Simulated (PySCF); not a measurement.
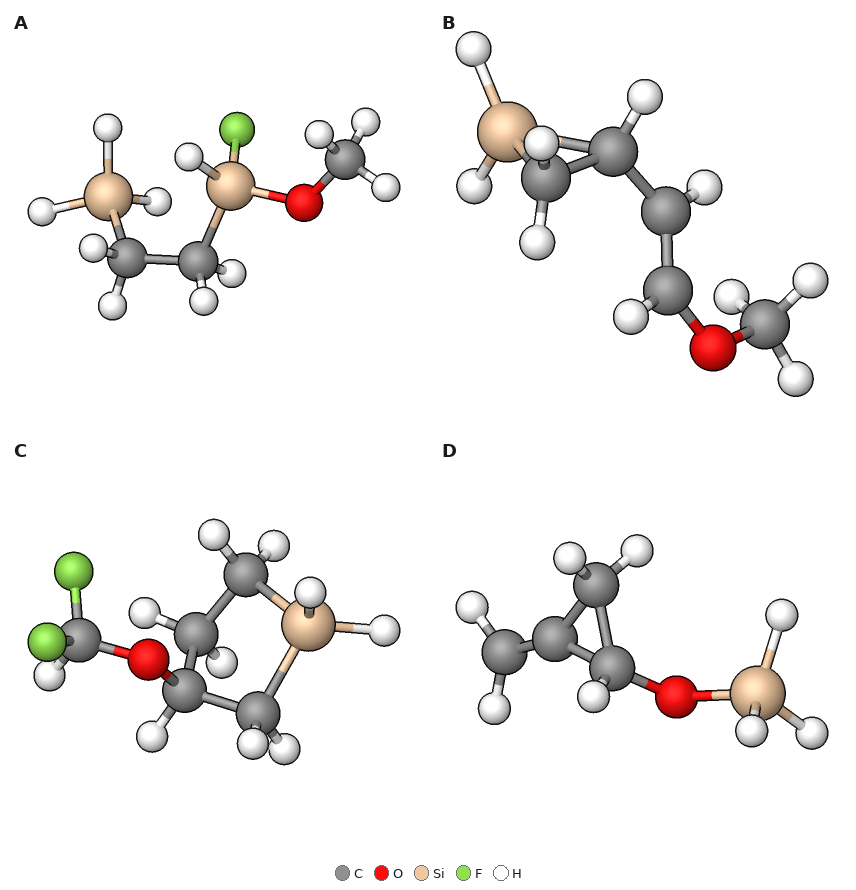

(Drawn from a calculation with PySCF.)

```xyz
17
charge 0, multiplicity 1
C     3.0228    0.1064    0.0060
O     2.1226   -0.3835   -0.9442
C     0.8306   -0.4970   -0.5823
C     0.2778   -0.1837    0.6006
C    -1.1637   -0.3005    0.9187
C    -2.2035   -0.6107   -0.1652
Si   -2.3662    1.1016    0.5491
H     4.0113    0.1346   -0.4705
H     2.7514    1.1259    0.3362
H     3.0697   -0.5462    0.8969
H     0.2410   -0.8999   -1.4099
H     0.9060    0.2085    1.4054
H    -1.3629   -0.8055    1.8741
H    -1.8469   -0.7129   -1.1950
H    -2.9538   -1.3663    0.0894
H    -1.8712    2.2491   -0.2501
H    -3.4884    1.3918    1.4783
```

> Which panel shows the molecule in this file?

B. The file holds C5H10OSi, `CO/C=C/[C@@H]1C[SiH2]1`.
